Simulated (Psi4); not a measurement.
# One shape, several levels: triplet Si2NH6Cl

We compute a comparison of 5 runs (UHF/6-31G*, USVWN5/6-31G*, UMP2/6-31G*, UCCSD/6-31G*, UCCSD(T)/6-31G*) of triplet Si2NH6Cl. 

The calculation is run with Psi4 1.11.

### Step 1. The system as given

Si2NH6Cl has 10 atoms, charge 0, and is taken as a triplet. SMILES of the parent species: `N[SiH]([SiH3])Cl`. The shape is that of a PBE0-D4/def2-TZVP optimisation. This is one conformer, not always the lowest. That shape belongs to the parent species and isn't relaxed for this state.

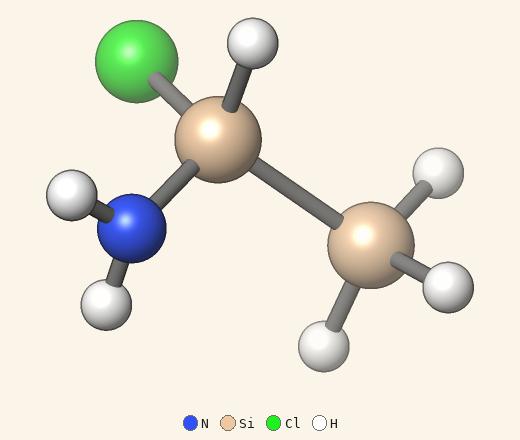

The structure, seen from a chosen angle (nitrogen blue, silicon light orange, chlorine green, hydrogen white).

### Step 2. The energy at UHF/6-31G(d) (spherical functions) (run 1)

Input file job.dat:

```
memory 2200 MB

molecule system {
  0 3
  N
  Si 1 1.705634
  Si 2 2.336297 1 109.44772
  Cl 2 2.083387 1 114.54272 3 119.01357
  H 1 1.007509 2 120.48504 4 71.57863
  H 1 1.008073 5 111.11423 2 148.78875
  H 2 1.48231 1 107.10852 5 -172.32826
  H 3 1.485661 2 110.2115 7 -67.03576
  H 3 1.489056 8 109.02836 2 119.35608
  H 3 1.487594 8 109.32074 9 118.73318
  symmetry c1
  no_reorient
  no_com
}

set reference uhf
set puream true
set e_convergence 1e-09
set d_convergence 1e-08
set scf_type pk
set maxiter 100

energy_value, wavefunction = energy('scf/6-31G*', return_wfn=True)
oeprop(wavefunction, 'QUADRUPOLE', 'WIBERG_LOWDIN_INDICES', 'DIPOLE', title='SCF')
```

The run is started by

```
psi4 -i job.dat -o job.out -n 1
```

job.out:

```text
[...]
  Running in c1 symmetry.
[...]
  Nuclear repulsion =  274.285807318419756
[...]
  Multiplicity = 3
[...]
  Nalpha       = 30
  Nbeta        = 28
[...]
    Number of basis functions: 80
[...]
   @UHF iter   1: -1094.93684593860644   -3.27352e-01   5.43637e-03 ADIIS/DIIS
[...]
   @UHF iter  28: -1095.07384887715216   -1.56888e-11   8.22144e-09 DIIS
[...]
   @S^2 Observed:                2.009728775E+00
[...]
    Orbital Energies [Eh]
    ---------------------
    Alpha Occupied:
       1A   -104.816081     2A    -68.852496     3A    -68.808392
       4A    -15.564289     5A    -10.556758     6A     -8.025946
       7A     -8.022686     8A     -8.021983     9A     -6.205368
      10A     -6.170014    11A     -4.316715    12A     -4.310063
      13A     -4.309629    14A     -4.281730    15A     -4.273220
      16A     -4.273043    17A     -1.171401    18A     -1.102493
      19A     -0.820113    20A     -0.712047    21A     -0.685489
      22A     -0.596757    23A     -0.554052    24A     -0.531409
      25A     -0.518868    26A     -0.512961    27A     -0.473499
      28A     -0.457034    29A     -0.433246    30A     -0.134635
    Alpha Virtual:
[...]
  @UHF Final Energy: -1095.07384887715216
   => Energetics <=
    Nuclear Repulsion Energy =            274.2858073184197565
    One-Electron Energy =               -2060.7116734060609815
    Two-Electron Energy =                 691.3520172104889525
    Total Energy =                      -1095.0738488771521588
  UHF NO Occupations:
  HONO-2 :   28  A 1.9976380
  HONO-1 :   29  A 1.0000000
  HONO-0 :   30  A 1.0000000
  LUNO+0 :   31  A 0.0023620
  LUNO+1 :   32  A 0.0012414
[...]
 Multipole Moments:
 ------------------------------------------------------------------------------------
     Multipole            Electronic (a.u.)      Nuclear  (a.u.)        Total (a.u.)
 ------------------------------------------------------------------------------------
 L = 1.  Multiply by 2.5417464519 to convert [e a0] to [Debye]
 Dipole X            :          4.4272988           -4.6160973           -0.1887985
 Dipole Y            :          5.5941048           -5.8691864           -0.2750816
 Dipole Z            :          2.2441751           -3.0273021           -0.7831270
 Magnitude           :                                                    0.8512359
 L = 2.  Multiply by 1.3450342976 to convert [e a0^2] to [Debye ang]
 Quadrupole XX       :       -177.2779559          137.4888653          -39.7890906
 Quadrupole XY       :       -126.2616202          125.0708175           -1.1908027
[...]
```

Run time: 6 s. Hardware: 1 thread of Intel Xeon Platinum 8259CL at 2.50GHz (Skylake/Cascade Lake), shared host; peak memory 0.26 GiB.

### Step 3. Energy and gradient at USVWN5/6-31G(d) (spherical functions) (run 2)

Input file job.dat:

```
memory 2.2 GB

molecule molecule1 {
  0 3
  N     -0.500400     1.640400    -0.476600
  Si    -0.088700     0.024400    -0.834700
  Si     0.678000    -1.030800     1.103600
  Cl    -1.669600    -1.135800    -1.538400
  H     -1.066800     1.857300     0.327900
  H     -0.657600     2.302300    -1.220500
  H      0.889100     0.060000    -1.948200
  H      0.872200    -2.482600     0.855100
  H     -0.336100    -0.853800     2.179500
  H      1.962900    -0.432600     1.555400
  symmetry c1
}

set basis 6-31G*
set reference uks
set puream true
set e_convergence 1e-09
set d_convergence 1e-08
set scf_type pk
set dft_radial_points 99
set dft_spherical_points 590
set maxiter 100

e, wfn = gradient('scf', dft_functional={"name": "SVWN5", "x_functionals": {"LDA_X": {}}, "c_functionals": {"LDA_C_VWN": {}}}, return_wfn=True)
oeprop(wfn, 'MAYER_INDICES', 'QUADRUPOLE', 'DIPOLE', title='SCF')
```

The run is started by

```
psi4 job.dat job.out -n 1
```

job.out:

```text
[...]
  Running in c1 symmetry.
[...]
  Nuclear repulsion =  274.285791659090762
[...]
  Multiplicity = 3
[...]
  Nalpha       = 30
  Nbeta        = 28
[...]
    Number of basis functions: 80
[...]
   @UKS iter   1: -1092.51795252055081    4.22102e-01   1.19459e-02 DIIS/ADIIS
[...]
   @UKS iter  21: -1093.04294874612765   -2.27374e-12   3.63783e-09 DIIS
[...]
   @S^2 Observed:                2.001437766E+00
[...]
    Orbital Energies [Eh]
    ---------------------
    Alpha Occupied:
       1A   -100.305923     2A    -65.157758     3A    -65.112592
       4A    -13.896018     5A     -9.150283     6A     -7.009134
       7A     -7.002515     8A     -6.999999     9A     -5.066195
      10A     -5.030492    11A     -3.509522    12A     -3.507645
      13A     -3.504904    14A     -3.474258    15A     -3.469820
      16A     -3.468923    17A     -0.821816    18A     -0.766908
      19A     -0.537464    20A     -0.493404    21A     -0.478327
      22A     -0.406051    23A     -0.363839    24A     -0.335250
      25A     -0.319207    26A     -0.316579    27A     -0.303244
      28A     -0.282238    29A     -0.277583    30A     -0.046867
    Alpha Virtual:
[...]
  @UKS Final Energy: -1093.04294874612765
   => Energetics <=
    Nuclear Repulsion Energy =            274.2857916590907621
    One-Electron Energy =               -2061.4773573532938826
    Two-Electron Energy =                 769.0177784690566796
    DFT Exchange-Correlation Energy =     -74.8691615209812369
    Empirical Dispersion Energy =           0.0000000000000000
    VV10 Nonlocal Energy =                  0.0000000000000000
    Total Energy =                      -1093.0429487461276494
  UHF NO Occupations:
  HONO-2 :   28  A 1.9996345
  HONO-1 :   29  A 1.0000000
[...]
  -Total Gradient:
     Atom            X                  Y                   Z
    ------   -----------------  -----------------  -----------------
       1       -0.001107008618    -0.000710565431    -0.007402187456
       2       -0.011030405160     0.023466778520     0.005486264727
       3        0.001165363467    -0.009567505512     0.006568073711
       4        0.000108000766     0.006146558356    -0.004581686310
       5        0.014131397006     0.000472292191    -0.020660364734
       6       -0.009752457157    -0.025035099547     0.023963172874
       7       -0.000252323713    -0.005390401281     0.009672959153
       8        0.004544447720     0.011610335793     0.000687515266
       9        0.005151569073     0.006485500525    -0.015030906243
      10       -0.002956261870    -0.007477188224     0.001295389162
[...]
```

Run time: 40 s. Hardware: 1 thread of Intel Xeon Platinum 8259CL at 2.50GHz (Skylake/Cascade Lake), shared host; peak memory 0.57 GiB.

Runs 3 to 4 aren't shown in full; the table further down has their settings and results.

### Step 4. The energy at UCCSD(T)/6-31G(d) (spherical functions) (run 5)

Input file job.dat:

```
memory 2200 MB

molecule {
  0 3
  N
  Si 1 r2
  Si 2 r3 1 a3
  Cl 2 r4 1 a4 3 d4
  H 1 r5 2 a5 4 d5
  H 1 r6 5 a6 2 d6
  H 2 r7 1 a7 5 d7
  H 3 r8 2 a8 7 d8
  H 3 r9 8 a9 2 d9
  H 3 r10 8 a10 9 d10

  r2 = 1.705634
  r3 = 2.336297
  a3 = 109.44772
  r4 = 2.083387
  a4 = 114.54272
  d4 = 119.01357
  r5 = 1.007509
  a5 = 120.48504
  d5 = 71.57863
  r6 = 1.008073
  a6 = 111.11423
  d6 = 148.78875
  r7 = 1.48231
  a7 = 107.10852
  d7 = -172.32826
  r8 = 1.485661
  a8 = 110.2115
  d8 = -67.03576
  r9 = 1.489056
  a9 = 109.02836
  d9 = 119.35608
  r10 = 1.487594
  a10 = 109.32074
  d10 = 118.73318
  symmetry c1
  no_reorient
  no_com
}

set basis 6-31G*
set reference uhf
set puream true
set e_convergence 1e-09
set d_convergence 1e-08
set scf_type pk
set num_frozen_docc 16
set maxiter 100

energy('ccsd(t)')
```

The run is started by

```
psi4 -n 1 job.dat job.out
```

job.out:

```text
[...]
  Running in c1 symmetry.
[...]
  Nuclear repulsion =  274.285807318419756
[...]
  Multiplicity = 3
[...]
  Nalpha       = 30
  Nbeta        = 28
[...]
    Number of basis functions: 80
[...]
   @UHF iter   1: -1094.93684593860644   -3.27352e-01   5.43637e-03 DIIS/ADIIS
[...]
   @UHF iter  28: -1095.07384887715216   -1.56888e-11   8.22144e-09 DIIS
[...]
   @S^2 Observed:                2.009728775E+00
[...]
    Orbital Energies [Eh]
    ---------------------
    Alpha Occupied:
       1A   -104.816081     2A    -68.852496     3A    -68.808392
       4A    -15.564289     5A    -10.556758     6A     -8.025946
       7A     -8.022686     8A     -8.021983     9A     -6.205368
      10A     -6.170014    11A     -4.316715    12A     -4.310063
      13A     -4.309629    14A     -4.281730    15A     -4.273220
      16A     -4.273043    17A     -1.171401    18A     -1.102493
      19A     -0.820113    20A     -0.712047    21A     -0.685489
      22A     -0.596757    23A     -0.554052    24A     -0.531409
      25A     -0.518868    26A     -0.512961    27A     -0.473499
      28A     -0.457034    29A     -0.433246    30A     -0.134635
    Alpha Virtual:
[...]
  @UHF Final Energy: -1095.07384887715216
   => Energetics <=
    Nuclear Repulsion Energy =            274.2858073184197565
    One-Electron Energy =               -2060.7116734060609815
    Two-Electron Energy =                 691.3520172104889525
    Total Energy =                      -1095.0738488771521588
  UHF NO Occupations:
  HONO-2 :   28  A 1.9976380
  HONO-1 :   29  A 1.0000000
  HONO-0 :   30  A 1.0000000
  LUNO+0 :   31  A 0.0023620
  LUNO+1 :   32  A 0.0012414
[...]
 Multipole Moments:
 ------------------------------------------------------------------------------------
     Multipole            Electronic (a.u.)      Nuclear  (a.u.)        Total (a.u.)
 ------------------------------------------------------------------------------------
 L = 1.  Multiply by 2.5417464519 to convert [e a0] to [Debye]
 Dipole X            :          4.4272988           -4.6160973           -0.1887985
 Dipole Y            :          5.5941048           -5.8691864           -0.2750816
 Dipole Z            :          2.2441751           -3.0273021           -0.7831270
 Magnitude           :                                                    0.8512359
[...]
      * MP2 total energy                      = -1095.518184354422829
[...]
      * CCSD total energy                     = -1095.575476525552176
[...]
      * CCSD(T) total energy                     = -1095.590305264203835
[...]
```

Wall time 1.9 min (1 thread of Intel Xeon Platinum 8259CL at 2.50GHz (Skylake/Cascade Lake), shared host); peak memory 0.4 GiB.

### Step 5. The series

```tsv
run	level	task	integration grid	energy (Eh)	HOMO energy (eV)	LUMO energy (eV)	⟨S²⟩	wall time
1	UHF/6-31G* (spherical functions)	energy	–	-1095.073849	-3.66	-2.49	2.010	6 s
2	USVWN5/6-31G* (spherical functions)	gradient	99 radial × 590 angular	-1093.042949	-1.28	–	2.001	40 s
3	UMP2/6-31G* (spherical functions)	energy	–	-1095.518184	-3.66	-2.49	2.010	9.9 s
4	UCCSD/6-31G* (spherical functions)	energy	–	-1095.575477	-3.66	-2.49	2.010	77 s
5	UCCSD(T)/6-31G* (spherical functions)	energy	–	-1095.590305	-3.66	-2.49	2.010	1.9 min
```

### Step 6. Results

| quantity | value |
| --- | --- |
| run 5: total energy | -1095.59031 Eh |
| run 5: HOMO energy (Hartree–Fock orbitals) (highest over α and β) | -3.66 eV |
| run 5: LUMO energy (Hartree–Fock orbitals) (lowest over α and β) | -2.49 eV |
| run 5: correlation energy (16 core orbitals frozen) | -516.5 mEh |
| run 5: (T) correction | -14.83 mEh |
| run 5: ⟨S²⟩ of the reference determinant | 2.010 |
| run 5: T1 diagnostic | 0.049 |

Below the UHF energy at the same shape and in the same basis (6-31G*): UMP2 -444.3 mEh; UCCSD -501.6 mEh; UCCSD(T) -516.5 mEh. All runs together took 4.1 min, the longest 1.9 min.
